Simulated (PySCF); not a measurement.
Al(OH)(OMe)(OiPr), C₄H₁₁AlO₃, SMILES [Al]([O]C)([OH])[O]C(C)C, GFN2-xTB optimised geometry. Atoms within 1.6 Å of the plane z = 0.6 Å (x, y, z in Å): Al1 (0.21, -0.39, 0.00), O2 (-0.57, -1.85, 0.00), H3 (-0.28, -2.75, 0.00), O4 (1.87, -0.39, 0.00), C5 (3.09, 0.29, 0.00), H6 (3.67, 0.00, 0.89), H7 (3.66, 0.02, -0.89), H8 (2.95, 1.38, 0.01), O9 (-0.59, 1.07, 0.00), C10 (-1.86, 1.67, 0.02), C11 (-2.56, 1.38, 1.34), H13 (-1.69, 2.75, -0.08), H14 (-2.69, 0.31, 1.44), H15 (-3.53, 1.87, 1.37), H16 (-1.95, 1.73, 2.17).

Method: CAM-B3LYP/def2-SVP run with PySCF.

Map of the deformation density (molecule minus spherical neutral atoms) (e/bohr³) on the plane z = 0.6 Å:

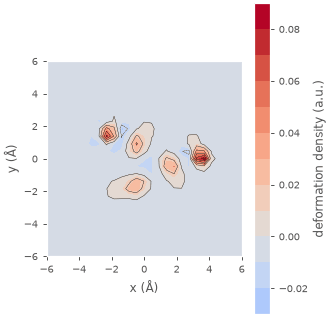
Fig. 1. Deformation density (molecule minus spherical neutral atoms) (e/bohr³) on the plane z = 0.6 Å.
